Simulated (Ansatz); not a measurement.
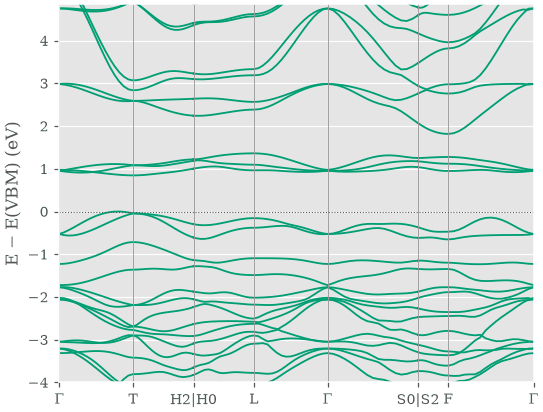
Figure: Band structure from plane-wave PAW PBEsol (Ansatz code)

**Question.** Read off the gap and where the band edges lie.

**Answer.** About 0.8 eV (0.85 eV by a search for the band edges); maximum on the Γ–T line, 79 % of the way from Γ, minimum at T.

**Question.** Which of these materials gives this?
A) KIO3, R3c (K on 6a, I on 6a, O on 18b)
B) KNdTe2, R-3m (Nd on 3a, Te on 6c, K on 3b)
C) RbHoSe2, R-3m (Se on 6c, Ho on 3b, Rb on 3a)
D) FeBiO3, R3c (Bi on 6a, Fe on 6a, O on 18b)

**Answer.** D, FeBiO3, R3c (Bi on 6a, Fe on 6a, O on 18b)

The cell was relaxed with PBEsol under the symmetry of its start, as lowered by the spin order. Spin order of the final state: antiferromagnetic, chosen from 2 collinear starts compared on coarse meshes (ties went to the first, and starts can fall back to one state), not a proven ground state. Textbook magnetic order: antiferromagnetic. No Hubbard U is applied. Point labels and valley counts follow the cell and symmetry of the run, lower than the named group. Spin–orbit coupling is left out wherever it is not named.

Potentials: the later of the program's two PAW sets.
